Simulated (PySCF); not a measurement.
# C₃H₇BFN: electronic excitations and core binding energies

Aim: predict the electronic excitations and core binding energies of C₃H₇BFN (`C=C(C)B(N)F`).

Programs: PySCF 2.14.0, with density-fitted response routines of our own. Each step states its level of theory. These are calculated values for one molecule in the gas phase, unless marked as measured. Atoms count from 0, in the outputs and in this text.

### 1 Starting geometry

13 atoms, charge 0, multiplicity 1; geometry from: GFN2-xTB.

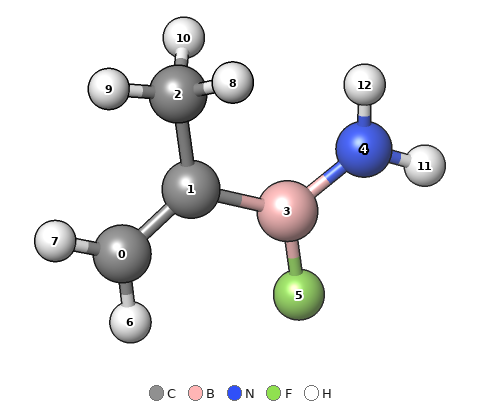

The starting geometry (carbon grey, boron pink, nitrogen blue, fluorine green, hydrogen white), atoms numbered.

### 2 Ultraviolet spectrum: CAM-B3LYP/def2-SVPD

Job settings and geometry (Å):

```
{"job": {"kind": "uv", "xc": "CAM-B3LYP", "basis": "def2-SVPD", "nstates": 8, "ntriplets": 3}, "charge": 0, "multiplicity": 1}
C     -0.694023    -1.752406     0.047628
C     -0.311838    -0.478126     0.000091
C     -1.337112     0.621548    -0.067325
B      1.211456    -0.094876     0.017314
N      1.689009     1.209052     0.022743
F      2.138988    -1.067040     0.031089
H      0.028313    -2.549627     0.093587
H     -1.733221    -2.046262     0.041027
H     -1.222165     1.297797     0.778986
H     -2.347058     0.217629    -0.056057
H     -1.204288     1.201573    -0.979815
H      2.672878     1.416802     0.038125
H      1.104672     2.024422     0.014877
```

Level: TDDFT CAM-B3LYP/def2-SVPD, vertical, gas phase, core orbitals frozen in the response.

Launch:

```bash
> OMP_NUM_THREADS=1 python probes_run.py task.json out
```

The driver reads the jobs from task.json and runs them one after another.

Standard output:

```text
coarse grid: 10832 points
cycle   1  E = -297.6327671981  dE =  6.835e-01  |g| = 5.511e-01  |ddm| = 7.401e+00
cycle   2  E = -297.6364289443  dE = -3.662e-03  |g| = 6.093e-01  |ddm| = 1.458e+00
cycle   3  E = -297.6973996763  dE = -6.097e-02  |g| = 5.845e-02  |ddm| = 6.195e-01
cycle   4  E = -297.6979239538  dE = -5.243e-04  |g| = 2.929e-02  |ddm| = 1.248e-01
cycle   5  E = -297.6981070144  dE = -1.831e-04  |g| = 6.993e-03  |ddm| = 4.441e-02
cycle   6  E = -297.6981167406  dE = -9.726e-06  |g| = 2.113e-03  |ddm| = 1.270e-02
final grid: 105032 points
cycle   7  E = -297.7427181743  dE = -3.777e-05  |g| = 4.692e-03  |ddm| = 1.021e-01
cycle   8  E = -297.7427175437  dE =  6.306e-07  |g| = 5.095e-03  |ddm| = 1.546e-02
cycle   9  E = -297.7427229763  dE = -5.433e-06  |g| = 3.719e-04  |ddm| = 5.828e-03
cycle  10  E = -297.7427230005  dE = -2.423e-08  |g| = 2.186e-04  |ddm| = 9.769e-04
cycle  11  E = -297.7427230113  dE = -1.078e-08  |g| = 4.919e-05  |ddm| = 3.923e-04
cycle  12  E = -297.7427230118  dE = -4.754e-10  |g| = 1.188e-05  |ddm| = 8.495e-05
converged SCF energy = -297.7427230118

Static polarisability (au): isotropic 59.367, principal 43.367 58.573 76.161

Singlet excitations
state   eV       nm        f      main configurations
  1   6.6237    187.2   0.42205   H->L 0.97
  2   6.9342    178.8   0.00024   H-2->L 0.96
  3   6.9565    178.2   0.00039   H->L+1 0.86
  4   7.5714    163.8   0.05769   H-1->L+1 0.59, H->L+2 0.27
  5   7.7487    160.0   0.05036   H-1->L 0.97
  6   8.0238    154.5   0.00027   H->L+2 0.46, H-1->L+1 0.22, H->L+4 0.12
  7   8.1557    152.0   0.00359   H-3->L 0.84
  8   8.1758    151.6   0.02115   H->L+3 0.74, H->L+2 0.12, H-3->L 0.08

Triplet excitations (Tamm-Dancoff, eV): 4.0034 6.3187 6.5196
```

Run time: 25 s. Hardware: 1 thread of Arm Neoverse V2, shared host; peak memory 0.76 GiB.

Frontier orbitals and where they lie:

```
orbital      eV                       atoms
 HOMO−3  -11.66   C2 27 %, C0 21 %, C1 13 %
 HOMO−2  -10.47   C1 28 %, B3 17 %, C2 13 %
 HOMO−1  -10.08   N4 58 %, B3 13 %, F5 10 %
   HOMO   -8.77    C0 35 %, C1 33 %, C2 7 %
   LUMO    0.62   C0 30 %, C1 26 %, B3 15 %
 LUMO+1    0.88  B3 46 %, H12 11 %, H11 9 %
 LUMO+2    1.88   C2 20 %, H9 14 %, C0 14 %
```

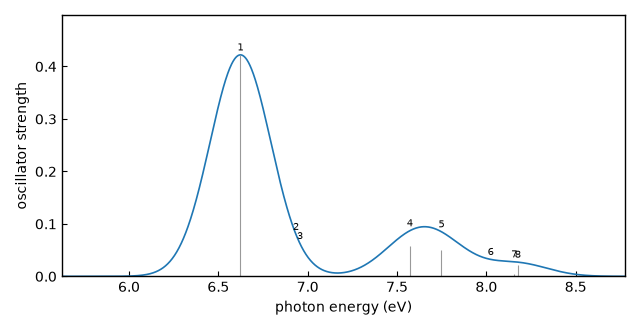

Absorption spectrum from the 8 singlet states computed; above the last one it falls off for lack of states. Lines are broadened to a width of 0.40 eV (Gaussian).

Further results of this job:

```
           property  computed
  dipole moment (D)      2.32
polarisability (Å³)      8.80
 HOMO–LUMO gap (eV)      9.39
      −ε(HOMO) (eV)      8.77
```

### 3 X-ray photoelectron lines: SCAN, X2C

Same as in step 2 but for these lines:

```diff
@@ -1,2 +1,2 @@
-{"job": {"kind": "uv", "xc": "CAM-B3LYP", "basis": "def2-SVPD", "nstates": 8, "ntriplets": 3}, "charge": 0, "multiplicity": 1}
+{"job": {"kind": "xps"}, "charge": 0, "multiplicity": 1}
 C     -0.694023    -1.752406     0.047628
```

Level: delta-SCF UKS SCAN, pcX-2 on the ionised atom, pcseg-1 elsewhere, spin-free X2C.

Standard output:

```text
ground state, core basis on atom 0 (C), 150 functions
  cycle   1  E = -297.97678145  |g| = 6.71e-01
  cycle   2  E = -297.90173694  |g| = 9.22e-01
  cycle   3  E = -298.07493928  |g| = 1.01e-01
  cycle   4  E = -298.07663874  |g| = 3.41e-02
  cycle   5  E = -298.07685325  |g| = 1.09e-02
  cycle   6  E = -298.07687722  |g| = 4.88e-03
  cycle   7  E = -298.07688109  |g| = 2.01e-03
  cycle   8  E = -298.07688188  |g| = 6.66e-04
  cycle   9  E = -298.07688395  |g| = 2.26e-04
  E(ground) = -298.08254387 Eh
hole in C 1s of atom 0
  cycle   1  E = -286.84280115  |g| = 1.51e+00
  cycle   2  E = -285.32210406  |g| = 2.09e+00
  cycle   3  E = -287.16783627  |g| = 7.23e-01
  cycle   4  E = -287.36894598  |g| = 3.47e-01
  cycle   5  E = -287.41468453  |g| = 1.46e-01
  cycle   6  E = -287.42413861  |g| = 3.90e-02
  cycle   7  E = -287.42464552  |g| = 1.43e-02
  cycle   8  E = -287.42473443  |g| = 6.24e-03
  cycle   9  E = -287.42476020  |g| = 3.34e-03
  cycle  10  E = -287.42477076  |g| = 1.74e-03
  cycle  11  E = -287.42477499  |g| = 6.51e-04
  cycle  12  E = -287.42477630  |g| = 2.51e-04
  E(ion) = -287.42983731 Eh   <S^2> = 0.7883   hole on atom = 1.000   binding energy = 289.875 eV
ground state, core basis on atom 1 (C), 150 functions
  cycle   1  E = -298.07703430  |g| = 6.37e-02
  cycle   2  E = -298.07611627  |g| = 6.61e-02
  cycle   3  E = -298.07688635  |g| = 3.88e-02
  cycle   4  E = -298.07729344  |g| = 6.21e-03
  cycle   5  E = -298.07730357  |g| = 1.31e-03
  cycle   6  E = -298.07730295  |g| = 2.61e-04
  E(ground) = -298.08292368 Eh
hole in C 1s of atom 1
  cycle   1  E = -286.84439419  |g| = 1.51e+00
  cycle   2  E = -285.91047086  |g| = 1.99e+00
  cycle   3  E = -287.31694941  |g| = 4.84e-01
  cycle   4  E = -287.38704752  |g| = 2.68e-01
  cycle   5  E = -287.41822294  |g| = 6.05e-02
  cycle   6  E = -287.41972834  |g| = 1.63e-02
  cycle   7  E = -287.41984120  |g| = 1.37e-02
  cycle   8  E = -287.41996029  |g| = 5.42e-03
  cycle   9  E = -287.42000725  |g| = 3.33e-03
  cycle  10  E = -287.42005109  |g| = 2.24e-03
  cycle  11  E = -287.42006717  |g| = 1.25e-03
  cycle  12  E = -287.42007189  |g| = 7.98e-04
  cycle  13  E = -287.42007269  |g| = 4.15e-04
  E(ion) = -287.42454088 Eh   <S^2> = 0.8134   hole on atom = 1.000   binding energy = 290.029 eV
ground state, core basis on atom 2 (C), 150 functions
  cycle   1  E = -298.07513328  |g| = 5.84e-02
  cycle   2  E = -298.07495020  |g| = 3.28e-02
  cycle   3  E = -298.07487287  |g| = 3.61e-02
  cycle   4  E = -298.07521217  |g| = 8.00e-03
  cycle   5  E = -298.07522952  |g| = 5.11e-04
  cycle   6  E = -298.07522803  |g| = 1.52e-04
  E(ground) = -298.08056464 Eh
hole in C 1s of atom 2
  cycle   1  E = -286.83832553  |g| = 1.50e+00
  cycle   2  E = -286.24898203  |g| = 1.75e+00
  cycle   3  E = -287.31626962  |g| = 4.07e-01
  cycle   4  E = -287.33236445  |g| = 3.33e-01
  cycle   5  E = -287.39304616  |g| = 5.32e-02
  cycle   6  E = -287.39422853  |g| = 1.84e-02
  cycle   7  E = -287.39436465  |g| = 9.00e-03
  cycle   8  E = -287.39439533  |g| = 4.84e-03
  cycle   9  E = -287.39440651  |g| = 1.19e-03
  cycle  10  E = -287.39440890  |g| = 7.06e-04
  cycle  11  E = -287.39440906  |g| = 4.22e-04
  E(ion) = -287.39858652 Eh   <S^2> = 0.7669   hole on atom = 1.000   binding energy = 290.671 eV
ground state, core basis on atom 3 (B), 150 functions
  cycle   1  E = -298.07343793  |g| = 5.56e-02
  cycle   2  E = -298.07327289  |g| = 4.67e-02
  cycle   3  E = -298.07362461  |g| = 2.20e-02
  cycle   4  E = -298.07369542  |g| = 1.00e-02
  cycle   5  E = -298.07372047  |g| = 2.15e-03
  cycle   6  E = -298.07372228  |g| = 3.48e-04
  E(ground) = -298.08032300 Eh
hole in B 1s of atom 3
  cycle   1  E = -290.43856457  |g| = 1.18e+00
  cycle   2  E = -289.27386875  |g| = 1.77e+00
  cycle   3  E = -290.67537803  |g| = 5.10e-01
  cycle   4  E = -290.75290276  |g| = 3.73e-01
  cycle   5  E = -290.82795229  |g| = 1.15e-01
  cycle   6  E = -290.83464371  |g| = 3.53e-02
  cycle   7  E = -290.83520025  |g| = 1.92e-02
  cycle   8  E = -290.83537159  |g| = 7.66e-03
  cycle   9  E = -290.83542224  |g| = 3.75e-03
  cycle  10  E = -290.83544276  |g| = 3.38e-03
  cycle  11  E = -290.83545391  |g| = 1.22e-03
  cycle  12  E = -290.83545711  |g| = 5.36e-04
  cycle  13  E = -290.83545739  |g| = 3.66e-04
  E(ion) = -290.84374564 Eh   <S^2> = 0.7927   hole on atom = 1.000   binding energy = 196.917 eV
ground state, core basis on atom 4 (N), 150 functions
  cycle   1  E = -298.08913233  |g| = 7.31e-02
  cycle   2  E = -298.08907752  |g| = 2.35e-02
  cycle   3  E = -298.08897480  |g| = 3.27e-02
  cycle   4  E = -298.08917501  |g| = 3.20e-03
  cycle   5  E = -298.08917810  |g| = 5.08e-04
  cycle   6  E = -298.08917917  |g| = 8.42e-05
  E(ground) = -298.09246067 Eh
hole in N 1s of atom 4
  cycle   1  E = -282.50509091  |g| = 1.86e+00
  cycle   2  E = -281.97685161  |g| = 1.98e+00
  cycle   3  E = -283.10520630  |g| = 4.56e-01
  cycle   4  E = -283.11457097  |g| = 3.84e-01
  cycle   5  E = -283.19407960  |g| = 6.86e-02
  cycle   6  E = -283.19627812  |g| = 3.92e-02
  cycle   7  E = -283.19698774  |g| = 7.64e-03
  cycle   8  E = -283.19699476  |g| = 5.67e-03
  cycle   9  E = -283.19701159  |g| = 9.91e-04
  cycle  10  E = -283.19701236  |g| = 3.60e-04
  E(ion) = -283.19898854 Eh   <S^2> = 0.7629   hole on atom = 1.000   binding energy = 405.272 eV
ground state, core basis on atom 5 (F), 150 functions
  cycle   1  E = -298.11889835  |g| = 1.21e-01
  cycle   2  E = -298.11838048  |g| = 7.92e-02
  cycle   3  E = -298.11866775  |g| = 6.38e-02
  cycle   4  E = -298.11917863  |g| = 5.29e-03
  cycle   5  E = -298.11918551  |g| = 1.14e-03
  cycle   6  E = -298.11918406  |g| = 2.54e-04
  E(ground) = -298.12763799 Eh
hole in F 1s of atom 5
  cycle   1  E = -271.78868304  |g| = 2.58e+00
  cycle   2  E = -271.77416747  |g| = 2.09e+00
  cycle   3  E = -272.62974791  |g| = 3.42e-01
  cycle   4  E = -272.63367741  |g| = 2.81e-01
  cycle   5  E = -272.67265780  |g| = 4.10e-02
  cycle   6  E = -272.67314961  |g| = 2.67e-02
  cycle   7  E = -272.67353093  |g| = 3.24e-03
  cycle   8  E = -272.67352902  |g| = 3.56e-03
  cycle   9  E = -272.67353553  |g| = 5.70e-04
  cycle  10  E = -272.67353488  |g| = 1.93e-04
  E(ion) = -272.68840956 Eh   <S^2> = 0.7562   hole on atom = 1.000   binding energy = 692.237 eV
```

It took 57 s on 1 thread of Arm Neoverse V2, shared host; peak memory 0.62 GiB.

The holes in one table. −ε is the ground-state orbital energy:

```
     hole  stands for                      environment  ΔSCF (eV)  −ε (eV)   ⟨S²⟩
C1s on C0          C0             terminal =CH2 carbon     289.87    273.3  0.788
C1s on C1          C1  fully substituted alkene carbon     290.03    273.3  0.813
C1s on C2          C2            allylic methyl carbon     290.67    273.4  0.767
B1s on B3          B3          boron bonded to C, F, N     196.92    180.8  0.793
N1s on N4          N4        nitrogen bonded to B, 2 H     405.27    385.9  0.763
F1s on F5          F5             fluorine bonded to B     692.24    666.1  0.756
```

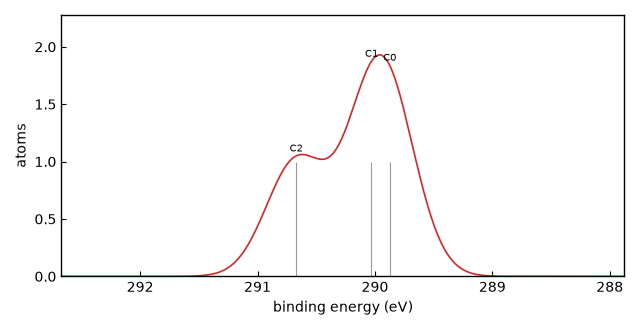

The C1s photoelectron lines, weighted by the number of atoms. Lines are broadened to a width of 0.60 eV (Gaussian).

### 4 Summary of results

| quantity | value |
| --- | --- |
| lowest singlet (CAM-B3LYP/def2-SVPD) | 6.62 eV (187 nm), f = 0.422 |
| lowest triplet | 4.00 eV |
| C1s binding energies, SCAN/pcX-2 | C2 290.67, C1 290.03, C0 289.87 eV |
| B1s binding energies, SCAN/pcX-2 | B3 196.92 eV |
| N1s binding energies, SCAN/pcX-2 | N4 405.27 eV |
| F1s binding energies, SCAN/pcX-2 | F5 692.24 eV |

**Reading.** The first singlet state (HOMO→LUMO 0.97) lies at 6.62 eV and is bright. The lowest triplet lies 2.62 eV below the lowest singlet (triplets in Tamm-Dancoff, singlets in full TDDFT). C2 (allylic methyl carbon) binds its C1s electron 0.80 eV more tightly than C0 (terminal =CH2 carbon).
